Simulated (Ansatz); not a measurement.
Geometry relaxation, with input and output: Li16Si (part 1 of 3)

Li16Si (slab, 17 atoms in the cell), computed with DFT PBE, scalar-relativistic, plane waves, PAW, no spin polarisation (Ansatz 0.2.0).

The input holds or restrains some coordinates. It belongs to a series of runs on one base structure; here: end point A relaxed. Figures and captions count atoms from 1; the log counts them from 0 in places.

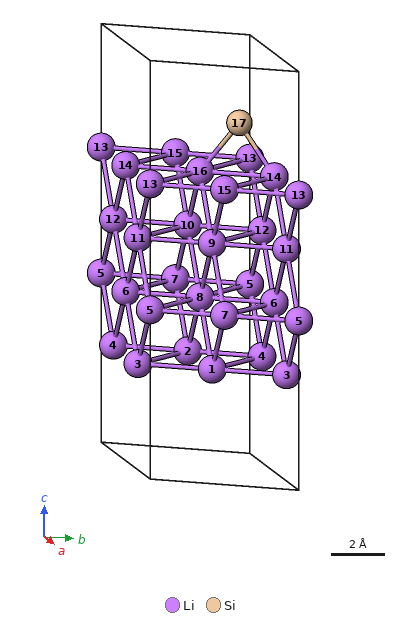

Figure 1. The input geometry (ball-and-stick view of the cell of the calculation, with the vacuum cut short, seen slightly off an axis; atoms are numbered from 1 in the order of the input).

## Input file
```yaml
crystal:
  lattice:
    - [6.98, 0.0, 0.0]
    - [3.49, 4.935605, 0.0]
    - [0.0, 0.0, 19.403408]
  atoms:
    - { symbol: Li, position: [-0.25, 0.5, 0.0515373] }
    - { symbol: Li, position: [0.25, 0.5, 0.0515373] }
    - { symbol: Li, position: [-0.25, 1.0, 0.0515373] }
    - { symbol: Li, position: [0.25, 1.0, 0.0515373] }
    - { symbol: Li, position: [0.0, 0.0, 0.1787213] }
    - { symbol: Li, position: [0.5, 0.0, 0.1787213] }
    - { symbol: Li, position: [0.0, 0.5, 0.1787213] }
    - { symbol: Li, position: [0.5, 0.5, 0.1787213] }
    - { symbol: Li, position: [-0.25, 0.5, 0.3059053] }
    - { symbol: Li, position: [0.25, 0.5, 0.3059053] }
    - { symbol: Li, position: [-0.25, 1.0, 0.3059053] }
    - { symbol: Li, position: [0.25, 1.0, 0.3059053] }
    - { symbol: Li, position: [0.0, 0.0, 0.4330893] }
    - { symbol: Li, position: [0.5, 0.0, 0.4330893] }
    - { symbol: Li, position: [0.0, 0.5, 0.4330893] }
    - { symbol: Li, position: [0.5, 0.5, 0.4330893] }
    - { symbol: Si, position: [0.497456, 0.7664904, 0.536164] }
basis:
  ecutwfc: 420.0
kpoints:
  mp_grid: { grid: [3, 3, 1] }
hamiltonian:
  xc: pbe
scf:
  occupations: { method: gaussian, width: 0.05 }
  lower_state_search: "off"
relax:
  f_tol: 0.03
  max_steps: 60
  adjacent_minimum: "off"
  constraints: [{ sites: [0, 1, 2, 3] }]
output:
  write_density: true
  write_potential: true
  elf: true
  volumetric_format: npy
```

Launch command:
```bash
ansatz run input.yaml --threads 1 --pin off --max-ram 3072MiB --backend cpu --events-out ev --progress --plain --runs-dir out
```

## Output
```
Engine: ansatz 0.2.0, x86_64-unknown-linux-gnu
Pseudopotentials: kind: paw
Pseudopotential: Li, paw, valence charge 3, recommended cutoff 420 eV (normal), Li.paw.azcp
Pseudopotential: Si, paw, valence charge 4, recommended cutoff 420 eV (normal), Si.paw.azcp
Functional definition: PBE
  parameter kappa = 0.804
  parameter beta = 0.06672455060314922
  exchange = pbe_x(kappa = kappa, mu = beta*pi^2/3)
  correlation = pbe_c(beta = beta)
Crystal: 17 atoms, lattice volume = 668.458 Å³
Basis set: ecut = 420 eV, 13071 PW (Γ), exchange–correlation on 96×90×270 points (8 copies of the dense FFT grid, shifted against one another)
Bands: 43, of which v1, the nominal top of the filled ones, is band 26 counted from 1 (25 counted from 0)
Symmetry: 1 space group operations
Space group: P1 (ITA 1), of the structure as read, at distance tolerance 8.7e-5 Å
k-points: 5 of 9 (time reversal used)
Non-local potential: Li, projectors of the file, l = 0: 3, l = 1: 2, l = 2: 1
Non-local potential: Si, projectors of the file, l = 0: 2, l = 1: 2, l = 2: 2
PAW form: soft (Blöchl's): semilocal exchange-correlation on the pseudo side does not see the compensation charge
PAW one-centre angular grid: Li, 110 points (default); XC on 64 Gauss nodes
PAW one-centre angular grid: Si, 110 points (default); XC on 64 Gauss nodes
Initial density: superposition of atomic densities (neutral atoms: chi_scale 0, normalization atom), corrected by the library's trained network
Initial wavefunctions: pseudopotential atomic-orbital guess
Functional: x = pbe(κ = 0.804, μ = 0.2195149727645171), c = pbe(β = 0.06672455060314922)
SCF iter   1: F=—  HF=-3907.063211 eV  |F-HF|=—  |Δ(HF+E_count)|=         —  Δρ=9.51e-3  dr2=1.84e1  ethr=1.77e-3  ⟨swp⟩=12.6  Hψ=1471  notcnv=0  defer=9
preconditioner: auto → LDOS  [insulator: Δε(μ)=0.094 eV  Ē_g=3.901 eV  σ=0.050 eV  W_gap=0.58  n_scr=60 (ndim 8)  ℏωp=6.4 eV  f_vac=0.334  D(μ)=7.57/eV (n_scr^D=38)  ε∞_Penn≈3.7  β→1.0]
SCF iter   2: F=—  HF=-3907.021282 eV  |F-HF|=—  |Δ(HF+E_count)|=   4.19e-2  Δρ=1.29e-2  dr2=2.40e1  ethr=1.77e-3  ⟨swp⟩=2.2  Hψ=336  notcnv=0  defer=44
SCF iter   3: F=—  HF=-3906.506700 eV  |F-HF|=—  |Δ(HF+E_count)|=   5.15e-1  Δρ=5.54e-3  dr2=3.00e0  ethr=1.77e-3  ⟨swp⟩=1.4  Hψ=257  notcnv=0  defer=35
SCF iter   4: F=—  HF=-3906.425858 eV  |F-HF|=—  |Δ(HF+E_count)|=   8.08e-2  Δρ=1.65e-3  dr2=3.88e-2  ethr=1.77e-3  ⟨swp⟩=1.6  Hψ=180  notcnv=0  defer=35
SCF iter   5: F=—  HF=-3906.423713 eV  |F-HF|=—  |Δ(HF+E_count)|=   2.15e-3  Δρ=5.11e-4  dr2=8.94e-3  ethr=7.46e-5  ⟨swp⟩=2.0  Hψ=341  notcnv=0  defer=41
SCF iter   6: F=—  HF=-3906.423979 eV  |F-HF|=—  |Δ(HF+E_count)|=   2.66e-4  Δρ=2.52e-4  dr2=3.96e-3  ethr=1.72e-5  ⟨swp⟩=2.0  Hψ=183  notcnv=0  defer=41
SCF iter   7: F=—  HF=-3906.424007 eV  |F-HF|=—  |Δ(HF+E_count)|=   2.76e-5  Δρ=1.22e-4  dr2=2.41e-3  ethr=7.61e-6  ⟨swp⟩=1.0  Hψ=174  notcnv=0  defer=41
SCF iter   8: F=—  HF=-3906.423970 eV  |F-HF|=—  |Δ(HF+E_count)|=   3.68e-5  Δρ=4.26e-5  dr2=2.27e-4  ethr=4.64e-6  ⟨swp⟩=1.0  Hψ=174  notcnv=0  defer=41
SCF iter   9: F=-3906.423961 eV  HF=-3906.423967 eV  |F-HF|=5.92e-6  |Δ(HF+E_count)|=   2.95e-6  Δρ=2.01e-5  dr2=1.01e-5  ethr=4.33e-8  ⟨swp⟩=9.2  Hψ=1150  notcnv=0
SCF 1 converged in 9 iterations: F = -3906.423961 eV  dr2 = 1.01e-5
  greatest PAW one-centre occupation: 1.000 electrons in one spin orbital (limit 2), on the Li atom at site 13 (counted from 0), in its partial waves of l = 0
relax step   1: F+E_penalty+E_count = -3906.42396111 eV  Δ(F+E_penalty+E_count) = +0.000e0 eV  max|allowed force component| = 6.574e-1 eV/Å  Δτ_max = 0.0000 Å  (9 SCF iters, dr2 threshold 2.25e-5 eV, accepted)
Initial density: handed on by an earlier stage of this run
Initial wavefunctions: those handed on with the density
iter 1 solved again at ethr=5.83e-4 eV; its pass at ethr=3.10e-3 eV (dr2=3.03e-1 eV) is discarded
SCF iter   1: F=—  HF=-3906.702115 eV  |F-HF|=—  |Δ(HF+E_count)|=         —  Δρ=2.02e-3  dr2=3.60e-1  ethr=5.83e-4  ⟨swp⟩=1.0  Hψ=796  notcnv=0  defer=31
eigensolver tolerance schedule calibrated: the retry pair's looser diagonalisation under-reported the residual by θ = 0.16 (0.22/decade); ethr = c·dr2/N_el runs at the constant in force after the calibration composes with the one it found (an armed cap, an earlier calibration), c = 2.1e-2
preconditioner: auto → LDOS  [metal: Δε(μ)=0.033 eV  Ē_g=3.811 eV  σ=0.050 eV  W_gap=0.33  n_scr=60 (ndim 8)  ℏωp=6.4 eV  f_vac=0.338  D(μ)=8.86/eV (n_scr^D=46)  β→1.0]
SCF iter   2: F=—  HF=-3906.687814 eV  |F-HF|=—  |Δ(HF+E_count)|=   1.43e-2  Δρ=1.28e-3  dr2=2.24e-1  ethr=1.48e-4  ⟨swp⟩=2.0  Hψ=264  notcnv=0  defer=32
SCF iter   3: F=—  HF=-3906.684232 eV  |F-HF|=—  |Δ(HF+E_count)|=   3.58e-3  Δρ=3.71e-4  dr2=8.52e-3  ethr=9.26e-5  ⟨swp⟩=1.0  Hψ=178  notcnv=0  defer=32
SCF iter   4: F=—  HF=-3906.684060 eV  |F-HF|=—  |Δ(HF+E_count)|=   1.72e-4  Δρ=1.20e-4  dr2=3.04e-4  ethr=3.52e-6  ⟨swp⟩=2.0  Hψ=287  notcnv=0  defer=35
SCF iter   5: F=—  HF=-3906.684064 eV  |F-HF|=—  |Δ(HF+E_count)|=   4.52e-6  Δρ=3.87e-5  dr2=4.69e-5  ethr=1.25e-7  ⟨swp⟩=2.0  Hψ=224  notcnv=0  defer=35
SCF iter   6: F=-3906.684066 eV  HF=-3906.684068 eV  |F-HF|=1.96e-6  |Δ(HF+E_count)|=   3.46e-6  Δρ=1.09e-5  dr2=3.44e-6  ethr=1.12e-8  ⟨swp⟩=10.6  Hψ=1349  notcnv=0
SCF 2 converged in 6 iterations: F = -3906.684066 eV  dr2 = 3.44e-6
relax step   2: F+E_penalty+E_count = -3906.68406596 eV  Δ(F+E_penalty+E_count) = -2.601e-1 eV  max|allowed force component| = 5.759e-1 eV/Å  Δτ_max = 0.1947 Å  (6 SCF iters, dr2 threshold 2.70e-5 eV, accepted)
iter 1 solved again at ethr=3.04e-4 eV; its pass at ethr=3.10e-3 eV (dr2=1.58e-1 eV) is discarded
SCF iter   1: F=—  HF=-3906.927373 eV  |F-HF|=—  |Δ(HF+E_count)|=         —  Δρ=1.78e-3  dr2=2.26e-1  ethr=3.04e-4  ⟨swp⟩=1.0  Hψ=762  notcnv=0  defer=42
eigensolver tolerance schedule calibrated: the retry pair's looser diagonalisation under-reported the residual by θ = 0.30 (0.30/decade); ethr = c·dr2/N_el runs at the constant in force after the calibration composes with the one it found (an armed cap, an earlier calibration), c = 1.1e-2
preconditioner: auto → LDOS  [insulator: Δε(μ)=0.061 eV  Ē_g=3.841 eV  σ=0.050 eV  W_gap=0.61  n_scr=60 (ndim 8)  ℏωp=6.4 eV  f_vac=0.343  D(μ)=9.29/eV (n_scr^D=46)  ε∞_Penn≈3.8  β→1.0]
SCF iter   2: F=—  HF=-3906.915049 eV  |F-HF|=—  |Δ(HF+E_count)|=   1.23e-2  Δρ=8.31e-4  dr2=5.02e-2  ethr=4.88e-5  ⟨swp⟩=2.0  Hψ=250  notcnv=0  defer=43
SCF iter   3: F=—  HF=-3906.914732 eV  |F-HF|=—  |Δ(HF+E_count)|=   3.16e-4  Δρ=2.86e-4  dr2=3.12e-3  ethr=1.08e-5  ⟨swp⟩=2.0  Hψ=227  notcnv=0  defer=43
SCF iter   4: F=—  HF=-3906.914684 eV  |F-HF|=—  |Δ(HF+E_count)|=   4.79e-5  Δρ=1.11e-4  dr2=2.28e-4  ethr=6.72e-7  ⟨swp⟩=2.0  Hψ=256  notcnv=0  defer=43
SCF iter   5: F=—  HF=-3906.914681 eV  |F-HF|=—  |Δ(HF+E_count)|=   3.82e-6  Δρ=3.27e-5  dr2=3.15e-5  ethr=4.92e-8  ⟨swp⟩=2.0  Hψ=224  notcnv=0  defer=43
SCF iter   6: F=-3906.914680 eV  HF=-3906.914681 eV  |F-HF|=1.01e-6  |Δ(HF+E_count)|=   5.29e-7  Δρ=8.62e-6  dr2=2.03e-6  ethr=4.47e-9  ⟨swp⟩=10.2  Hψ=1326  notcnv=0
SCF 3 converged in 6 iterations: F = -3906.914680 eV  dr2 = 2.03e-6
[...]
relax step   3: F+E_penalty+E_count = -3906.91468017 eV  Δ(F+E_penalty+E_count) = -2.306e-1 eV  max|allowed force component| = 4.560e-1 eV/Å  Δτ_max = 0.1948 Å  (6 SCF iters, dr2 threshold 2.07e-5 eV, accepted)
eigensolver tolerance schedule calibrated: the retry pair's looser diagonalisation under-reported the residual by θ = 0.38 (0.30/decade); ethr = c·dr2/N_el runs at the constant in force after the calibration composes with the one it found (an armed cap, an earlier calibration), c = 1.1e-2
preconditioner: auto → LDOS  [insulator: Δε(μ)=0.066 eV  Ē_g=3.867 eV  σ=0.050 eV  W_gap=0.65  n_scr=60 (ndim 8)  ℏωp=6.4 eV  f_vac=0.348  D(μ)=8.50/eV (n_scr^D=46)  ε∞_Penn≈3.8  β→1.0]
relax step   4: F+E_penalty+E_count = -3907.12559350 eV  Δ(F+E_penalty+E_count) = -2.109e-1 eV  max|allowed force component| = 3.957e-1 eV/Å  Δτ_max = 0.1950 Å  (5 SCF iters, dr2 threshold 1.00e-4 eV, accepted)
preconditioner: auto → LDOS  [insulator: Δε(μ)=0.083 eV  Ē_g=3.901 eV  σ=0.050 eV  W_gap=0.76  n_scr=60 (ndim 8)  ℏωp=6.4 eV  f_vac=0.353  D(μ)=6.29/eV (n_scr^D=30)  ε∞_Penn≈3.7  β→1.0]
relax step   5: F+E_penalty+E_count = -3907.26558668 eV  Δ(F+E_penalty+E_count) = -1.400e-1 eV  max|allowed force component| = 2.068e-1 eV/Å  Δτ_max = 0.1949 Å  (6 SCF iters, dr2 threshold 9.82e-5 eV, accepted)
preconditioner: auto → LDOS  [insulator: Δε(μ)=0.084 eV  Ē_g=3.908 eV  σ=0.050 eV  W_gap=0.76  n_scr=60 (ndim 8)  ℏωp=6.4 eV  f_vac=0.360  D(μ)=6.40/eV (n_scr^D=34)  ε∞_Penn≈3.7  β→1.0]
relax step   6: F+E_penalty+E_count = -3907.35957572 eV  Δ(F+E_penalty+E_count) = -9.399e-2 eV  max|allowed force component| = 2.400e-1 eV/Å  Δτ_max = 0.1950 Å  (5 SCF iters, dr2 threshold 1.17e-5 eV, accepted)
preconditioner: auto → LDOS  [insulator: Δε(μ)=0.064 eV  Ē_g=3.927 eV  σ=0.050 eV  W_gap=0.63  n_scr=60 (ndim 8)  ℏωp=6.4 eV  f_vac=0.367  D(μ)=6.93/eV (n_scr^D=34)  ε∞_Penn≈3.7  β→1.0]
relax step   7: F+E_penalty+E_count = -3907.43383879 eV  Δ(F+E_penalty+E_count) = -7.426e-2 eV  max|allowed force component| = 1.999e-1 eV/Å  Δτ_max = 0.2000 Å  (5 SCF iters, dr2 threshold 1.57e-5 eV, accepted)
preconditioner: auto → LDOS  [insulator: Δε(μ)=0.059 eV  Ē_g=3.957 eV  σ=0.050 eV  W_gap=0.60  n_scr=60 (ndim 8)  ℏωp=6.4 eV  f_vac=0.372  D(μ)=5.99/eV (n_scr^D=20)  ε∞_Penn≈3.6  β→1.0]
relax step   8: F+E_penalty+E_count = -3907.51256953 eV  Δ(F+E_penalty+E_count) = -7.873e-2 eV  max|allowed force component| = 2.228e-1 eV/Å  Δτ_max = 0.1934 Å  (5 SCF iters, dr2 threshold 2.77e-5 eV, accepted)
preconditioner: auto → LDOS  [insulator: Δε(μ)=0.063 eV  Ē_g=3.970 eV  σ=0.050 eV  W_gap=0.63  n_scr=60 (ndim 8)  ℏωp=6.4 eV  f_vac=0.377  D(μ)=5.67/eV (n_scr^D=18)  ε∞_Penn≈3.6  β→1.0]
relax step   9: F+E_penalty+E_count = -3907.63087485 eV  Δ(F+E_penalty+E_count) = -1.183e-1 eV  max|allowed force component| = 2.810e-1 eV/Å  Δτ_max = 0.1992 Å  (5 SCF iters, dr2 threshold 3.44e-5 eV, accepted)
preconditioner: auto → LDOS  [insulator: Δε(μ)=0.058 eV  Ē_g=3.991 eV  σ=0.050 eV  W_gap=0.57  n_scr=60 (ndim 8)  ℏωp=6.4 eV  f_vac=0.379  D(μ)=7.03/eV (n_scr^D=34)  ε∞_Penn≈3.6  β→1.0]
relax step  10: F+E_penalty+E_count = -3907.78583132 eV  Δ(F+E_penalty+E_count) = -1.550e-1 eV  max|allowed force component| = 3.158e-1 eV/Å  Δτ_max = 0.1973 Å  (4 SCF iters, dr2 threshold 7.90e-5 eV, accepted)
preconditioner: auto → LDOS  [metal: Δε(μ)=0.033 eV  Ē_g=3.999 eV  σ=0.050 eV  W_gap=0.35  n_scr=60 (ndim 8)  ℏωp=6.4 eV  f_vac=0.380  D(μ)=8.09/eV (n_scr^D=46)  β→1.0]
relax step  11: F+E_penalty+E_count = -3907.92346516 eV  Δ(F+E_penalty+E_count) = -1.376e-1 eV  max|allowed force component| = 2.912e-1 eV/Å  Δτ_max = 0.1939 Å  (4 SCF iters, dr2 threshold 9.98e-5 eV, accepted)
preconditioner: auto → LDOS  [metal: Δε(μ)=0.043 eV  Ē_g=3.989 eV  σ=0.050 eV  W_gap=0.41  n_scr=60 (ndim 8)  ℏωp=6.4 eV  f_vac=0.379  D(μ)=8.76/eV (n_scr^D=46)  β→1.0]
relax step  12: F+E_penalty+E_count = -3908.04748700 eV  Δ(F+E_penalty+E_count) = -1.240e-1 eV  max|allowed force component| = 2.361e-1 eV/Å  Δτ_max = 0.1951 Å  (5 SCF iters, dr2 threshold 7.21e-5 eV, accepted)
preconditioner: auto → LDOS  [metal: Δε(μ)=0.038 eV  Ē_g=3.987 eV  σ=0.050 eV  W_gap=0.39  n_scr=60 (ndim 8)  ℏωp=6.4 eV  f_vac=0.379  D(μ)=9.23/eV (n_scr^D=46)  β→1.0]
relax step  13: F+E_penalty+E_count = -3908.18342911 eV  Δ(F+E_penalty+E_count) = -1.359e-1 eV  max|allowed force component| = 1.584e-1 eV/Å  Δτ_max = 0.1950 Å  (6 SCF iters, dr2 threshold 3.67e-5 eV, accepted)
preconditioner: auto → LDOS  [metal: Δε(μ)=0.019 eV  Ē_g=3.996 eV  σ=0.050 eV  W_gap=0.21  n_scr=60 (ndim 8)  ℏωp=6.4 eV  f_vac=0.378  D(μ)=10.17/eV (n_scr^D=52)  β→1.0]
relax step  14: F+E_penalty+E_count = -3908.33041073 eV  Δ(F+E_penalty+E_count) = -1.470e-1 eV  max|allowed force component| = 1.199e-1 eV/Å  Δτ_max = 0.1950 Å  (7 SCF iters, dr2 threshold 1.13e-5 eV, accepted)
preconditioner: auto → LDOS  [metal: Δε(μ)=0.020 eV  Ē_g=4.006 eV  σ=0.050 eV  W_gap=0.23  n_scr=60 (ndim 8)  ℏωp=6.4 eV  f_vac=0.379  D(μ)=11.27/eV (n_scr^D=60)  β→1.0]
relax step  15: F+E_penalty+E_count = -3908.41420335 eV  Δ(F+E_penalty+E_count) = -8.379e-2 eV  max|allowed force component| = 9.892e-2 eV/Å  Δτ_max = 0.2000 Å  (7 SCF iters, dr2 threshold 6.47e-6 eV, accepted)
preconditioner: auto → LDOS  [metal: Δε(μ)=0.041 eV  Ē_g=4.028 eV  σ=0.050 eV  W_gap=0.42  n_scr=60 (ndim 8)  ℏωp=6.4 eV  f_vac=0.381  D(μ)=10.64/eV (n_scr^D=52)  β→1.0]
```
